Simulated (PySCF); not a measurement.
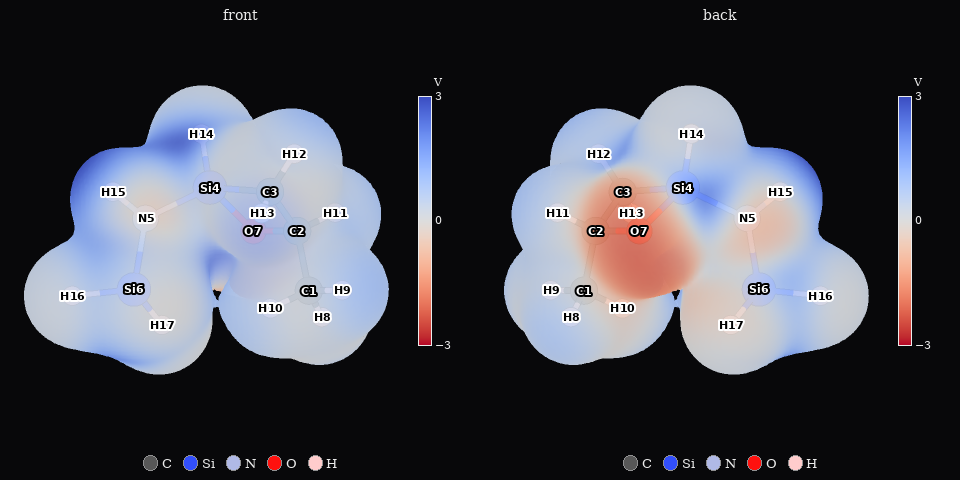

The picture shows: C3H10NOSi2 (doublet). The electrostatic potential painted on the density surface at 0.004 e/bohr³, seen from the front and from behind; red is negative and blue positive.

Geometry: GFN2-xTB.

Theory: UKS B3LYP, pcH-1 on C H N O Si, non-relativistic, mean-field spin-orbit, GIAO in PySCF.

```xyz
17

C    -1.6574    1.2519    0.3694
C    -1.4922   -0.0913   -0.3106
C    -0.8679   -1.1824    0.5632
Si    0.4884   -1.1884   -0.7750
N     2.0630   -0.6008   -0.4215
Si    2.4588    0.9902    0.1662
O    -0.5051   -0.0055   -1.3534
H    -1.9588    2.0029   -0.3568
H    -2.4146    1.1829    1.1471
H    -0.7100    1.5537    0.8121
H    -2.4339   -0.4047   -0.7718
H    -1.4863   -2.0684    0.6621
H    -0.6014   -0.8258    1.5539
H     0.5783   -2.3599   -1.6378
H     2.8014   -1.2816   -0.4400
H     3.9194    1.0466    0.1862
H     1.8112    1.9925   -0.6658
```

Which sites attract a positive test charge, and which a negative one?

A positive charge is drawn to the negative regions and a negative charge to the positive ones. The most negative region (about −2.0 V, or −46 kcal/mol for a unit charge) lies over O7, the most positive (about +2.6 V, or +60 kcal/mol for a unit charge) over Si4 and H15. O7 is the likeliest acceptor of a hydrogen bond.
